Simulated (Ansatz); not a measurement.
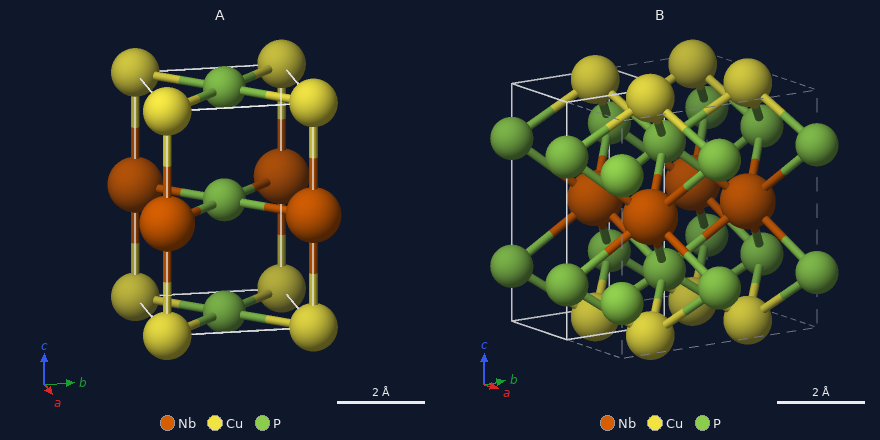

Two structures of NbCuP2, each relaxed to rest (conventional cells in solid outline, small ones repeated, not to one scale). Method: DFT PBE, scalar-relativistic, plane waves, PAW (Ansatz), without spin polarisation.

> Give the type and space group of each.

A: 4 atoms a cell on a primitive tetragonal lattice, P4/mmm. B: 4 atoms a cell on a primitive hexagonal lattice, P-6m2.

> Which form lies lower?

B is lower, by 668 meV/atom at this level of theory (energies at zero smearing). Volumes: A 16.3, B 15.3 Å³/atom.

One or both may be structure types tried for this composition rather than known phases.
